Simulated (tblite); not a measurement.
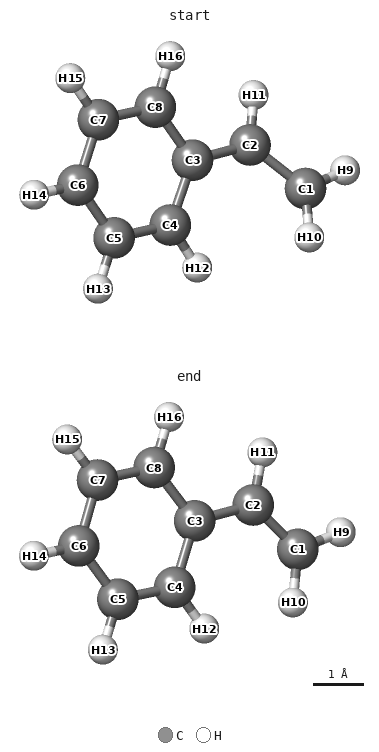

The structure of C8H8 (charge +1, multiplicity 2) before (top) and after (bottom) a relaxation, at one scale.

A ball-and-stick model, seen at a tilt.

The calculation used GFN2-xTB geometry optimisation, gas phase in tblite 0.8.0. 

Q: Summarise the run.

A: H10 moves most after the best rigid fit: 0.52 Å. By element the largest moves are H 0.52 Å, C 0.17 Å. Among the contacts that change: C1–C2 1.452 → 1.360 Å, C2–C3 1.456 → 1.426 Å, C4–C5 1.401 → 1.371 Å, C3–C4 1.396 → 1.425 Å. Among the angles between lasting bonds that change: H9–C1–H10 120.0° → 116.2°, C2–C1–H10 120.5° → 123.3°, C1–C2–H11 115.4° → 118.2°. After 80 geometry steps the energy has fallen by 7.37 kcal/mol.
